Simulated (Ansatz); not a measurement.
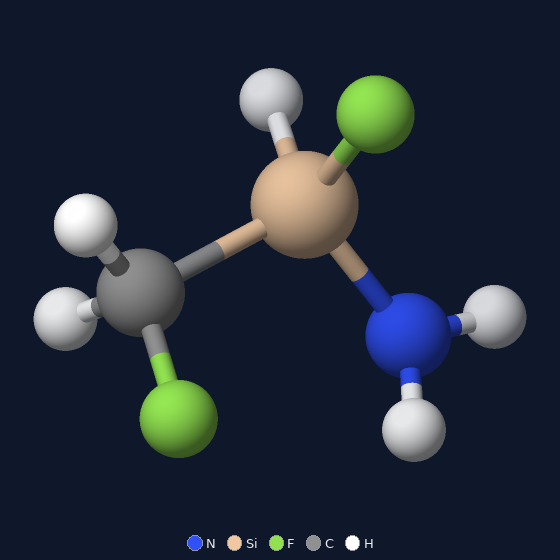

Ball-and-stick drawing of a structure.

The computed structure is the end point of a PBE0-D4/def2-TZVP optimisation.

Question: What is the molecular formula?

Answer: CH5F2NSi, 10 atoms: 1 carbon, 5 hydrogen, 2 fluorine, 1 nitrogen and 1 silicon.

Question: How many sets of symmetry-equivalent atoms are there?

Answer: 10: 1 N, 1 Si, 1 F, 1 C, 1 F, 1 H, 1 H, 1 H, 1 H, 1 H.

More results for the same structure follow; atom numbers are the same in all pictures, views and colours differ.

### Geometry

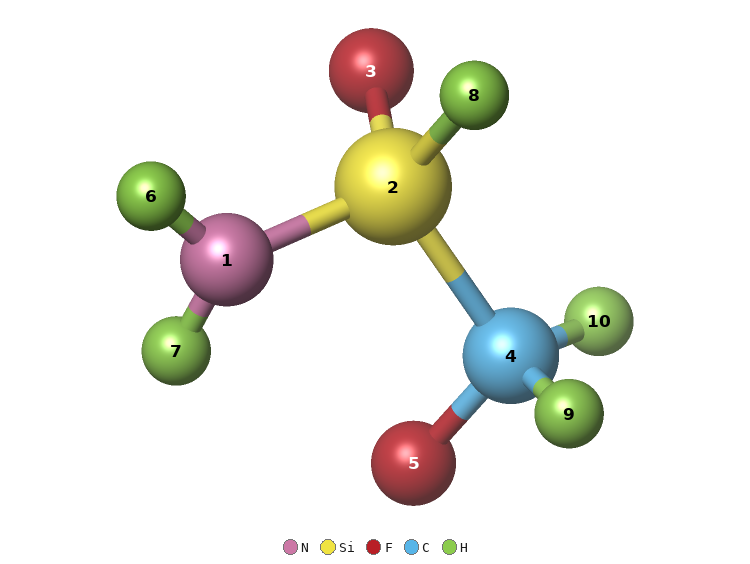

Numbered structure.

Which atoms are bonded, and how long are the bonds?

```tsv
bond	length (Å)	order
N1–Si2	1.691	single
N1–H6	1.006	single
N1–H7	1.007	single
Si2–F3	1.605	single
Si2–C4	1.885	single
Si2–H8	1.481	single
C4–F5	1.397	single
C4–H9	1.095	single
C4–H10	1.094	single
```

### Levels of theory compared

Program: Ansatz 0.2.0.

At this fixed geometry, give HOMO–LUMO gap (eV) at these levels: B3LYP-D4/def2-TZVPP; B97M-V/def2-TZVPP; BHLYP-D4/def2-TZVPP; PBE0-D4/def2-QZVPP; PBE0-D4/def2-SVP; SPW92 (LDA)/def2-TZVPP; r2SCAN0-D4/def2-TZVPP; r2SCANh-D4/def2-TZVPP; revPBE-D4/def2-TZVPP; ωB97M-V/def2-QZVPP; ωB97X-V/def2-TZVPP.

```
                 level  HOMO–LUMO gap (eV)
   B3LYP-D4/def2-TZVPP                7.94
     B97M-V/def2-TZVPP                6.71
   BHLYP-D4/def2-TZVPP               10.68
    PBE0-D4/def2-QZVPP                8.30
      PBE0-D4/def2-SVP                9.01
SPW92 (LDA)/def2-TZVPP                6.01
 r2SCAN0-D4/def2-TZVPP                9.02
 r2SCANh-D4/def2-TZVPP                7.73
  revPBE-D4/def2-TZVPP                6.11
    ωB97M-V/def2-QZVPP               12.14
    ωB97X-V/def2-TZVPP               13.03
```

### Dipole moment

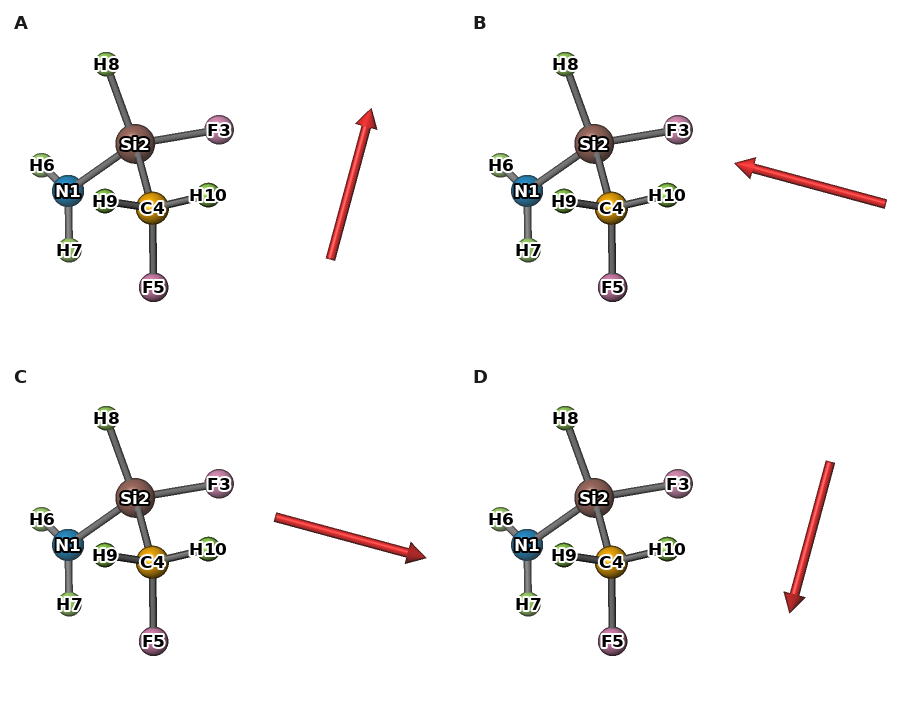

The same molecule four times, each with an arrow. Level of theory: RKS PBE-D4/def2-TZVPP (Ansatz 0.2.0).

Question: Which arrow points along the dipole moment, from the negative to the positive end?

Answer: B. The dipole moment is 1.58 D; it points from the side of F3, H10 to the side of H6 (the outermost atoms at the two ends).

### Charges

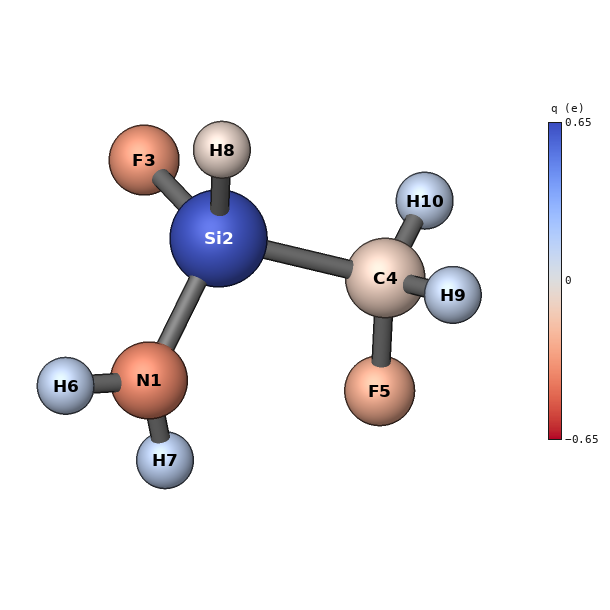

Atoms are coloured by their Mulliken charges. Properties computed with RKS ωB97M-V/def2-TZVPP (Ansatz 0.2.0).

Question: Which atom carries the highest charge (most positive or least negative)?

Answer: Si2 (0.62 e).

Question: And the lowest?

Answer: N1 (−0.37 e).

Give the Mulliken charges atom by atom.

| atom | value (e) |
| --- | --- |
| N1 | −0.37 |
| Si2 | 0.62 |
| F3 | −0.32 |
| C4 | −0.10 |
| F5 | −0.25 |
| H6 | 0.12 |
| H7 | 0.14 |
| H8 | −0.06 |
| H9 | 0.11 |
| H10 | 0.11 |

Mulliken values depend strongly on the basis set and can even reverse the polarity of a bond.
